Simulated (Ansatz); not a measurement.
ClF$_{3}$H$_{2}$Hf

```yaml
atoms:
  - { symbol: Hf, position_ang: [-0.6408, 0.1332, -0.4991] }
  - { symbol: Cl, position_ang: [2.1263, -0.2261, 0.6773] }
  - { symbol: F, position_ang: [0.0447, -1.3012, -1.5417] }
  - { symbol: F, position_ang: [-2.4638, 0.2949, -0.9742] }
  - { symbol: F, position_ang: [0.1287, 1.8470, -0.7897] }
  - { symbol: H, position_ang: [1.5962, -0.4584, 1.8234] }
  - { symbol: H, position_ang: [-0.7914, -0.2897, 1.3041] }
```

The product side of a reaction path; geometry: PBE0-D4/def2-TZVP; a saddle point, not a minimum; core potentials replace the inner electrons of Hf.

The calculation used RKS PBE0-D4/def2-TZVPP in Ansatz.

What will maps of the electron density and electron localisation function show?

Hf–F (1.89 Å): ρ is about 0.97 e/Å³ halfway; the ELF peaks at about 0.85 in the valence shell of F, 0.5 Å from its nucleus, and drops to about 0.20 between the two atoms.
Hf–Cl (3.03 Å): the density is about 0.14 e/Å³ at the midpoint; the ELF peaks at about 0.90 in the valence shell of Cl, 0.9 Å from its nucleus, and is about 0.15 at the midpoint.
Cl–H (1.28 Å): the density is about 2 e/Å³ at the midpoint; the ELF climbs to about 1 towards the hydrogen, as it does in any bond to H.
Hf–H (1.86 Å): the density is about 0.9 e/Å³ at the midpoint; the ELF climbs to about 1 towards the hydrogen.

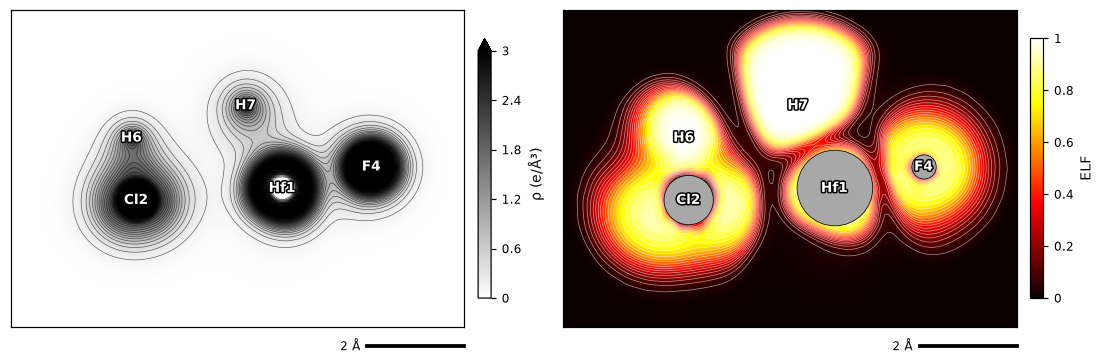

Computed electron density and electron localisation function on the plane of atoms F4, Hf1 and H7, in this order. Grey discs cover the atomic cores in the ELF map. 
